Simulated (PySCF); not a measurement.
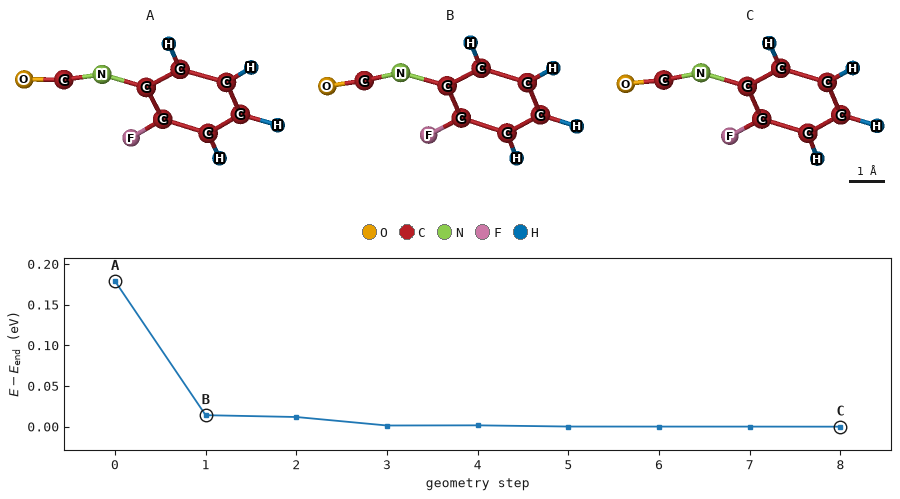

Frames of a relaxation of C$_{7}$H$_{4}$FNO, marked on the history of the run. Style: ball-and-stick. Shown from a free direction.

The start comes from GFN2-xTB. Its atoms were then displaced at random by about 0.01 Å.

Level of theory: PBE0-D3(BJ)/def2-SVP geometry optimisation, gas phase in PySCF. 

What happens along the run?

Answer. After 8 geometry steps the energy has fallen by 0.179 eV. The atom that moves furthest after the best rigid fit is the O atom (0.16 Å). Largest moves by element: O 0.16 Å, F 0.07 Å, H 0.07 Å, N 0.06 Å, C 0.05 Å. Some distances before and after: C–N 1.319 → 1.379 Å, C–F 1.358 → 1.332 Å, C–C 1.362 → 1.385 Å, C–H 1.072 → 1.092 Å. Bond angles that change, for instance: O–C–N 169.5° → 173.2°, N–C–C 123.9° → 120.8°, C–C–C 115.6° → 118.3°. Cost: 92 s on 1 thread of Arm Neoverse V2 (shared host). From step 0 to 1: the O atom moves most (0.28 Å), energy −0.165 eV. From step 1 to 8: the O atom moves most (0.12 Å), energy −0.014 eV.
